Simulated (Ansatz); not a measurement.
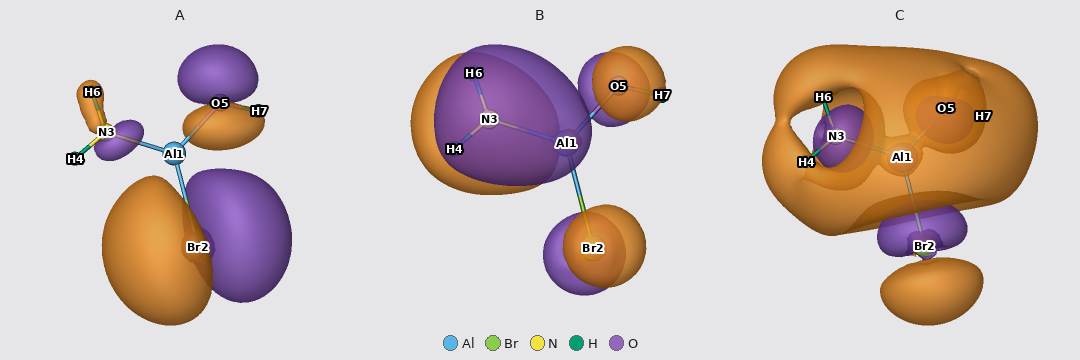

*AlBrH3NO. Three frontier orbitals at ±0.05 Å⁻³ᐟ² (orange and purple are the two phases), in no order.*

All numbers below come from RKS BLYP/def2-SVP (Ansatz).

```yaml
atoms:
  - { symbol: Al, position_ang: [0.4246, -0.0132, 0.0370] }
  - { symbol: Br, position_ang: [2.1337, -1.4021, 0.6495] }
  - { symbol: N, position_ang: [-1.2472, -0.5964, 0.1128] }
  - { symbol: H, position_ang: [-1.5306, -1.5286, 0.4211] }
  - { symbol: O, position_ang: [0.6987, 1.5937, -0.5010] }
  - { symbol: H, position_ang: [-2.0645, -0.0364, -0.1416] }
  - { symbol: H, position_ang: [1.5854, 1.9828, -0.5779] }
```

Question: Which picture is the HOMO−1, the HOMO and the LUMO?

Answer: A is the HOMO−1 (−6.66 eV). By Hirshfeld shares it lies mainly on Br2 (about 85 %) and O5 (about 10 %); it is symmetric in the molecular plane (an in-plane orbital: σ, lone-pair or in-plane π type); largely a lone pair of Br2. B is the HOMO (−5.70 eV). By Hirshfeld shares it lies mainly on N3 (about 70 %); it changes sign across the molecular plane (π type). C is the LUMO (−1.06 eV). It lies mainly on Al1 (about 50 %), Br2 (about 20 %), O5 (about 10 %), N3 (about 10 %) and H7 (about 5 %); it is symmetric in the molecular plane (an in-plane orbital: σ, lone-pair or in-plane π type).

Question: What is the HOMO–LUMO gap?

Answer: 4.64 eV between the orbital energies.
